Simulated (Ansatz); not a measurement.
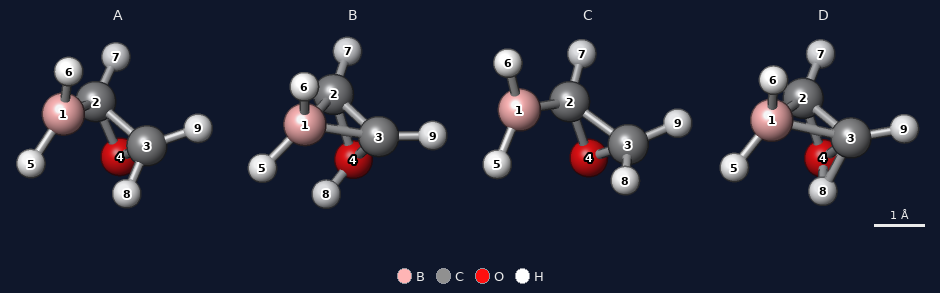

4 geometries from a converged minimum-energy path of C2H5BO, shuffled. The picture is a ball-and-stick view, seen at a tilt.

Computed with RKS PBE0-D4/def2-SVP in Ansatz. Settings: 9 movable images; climbing image; force threshold 0.03 eV/Å; iteration limit 60; starting path through a guess of the saddle point.

> Which frame is the top of the path?

D. In order along the path, whose images run from 0 to 10: C (image 1, +0.4 kcal/mol), A (image 5, +23.7 kcal/mol), D (image 7, +66.6 kcal/mol), B (image 9, +43.0 kcal/mol). Breaking: C3–H8 (1.10 → 1.31 at the top → 2.01 Å). Forming: B1–C3 (2.55 → 1.73 at the top → 1.60 Å), O4–H8 (2.11 → 1.17 at the top → 0.98 Å).

The run took 3.2 min on 1 thread of Intel(R) Xeon(R) 6975P-C (Granite Rapids), on a shared host, peak memory 0.17 GiB.
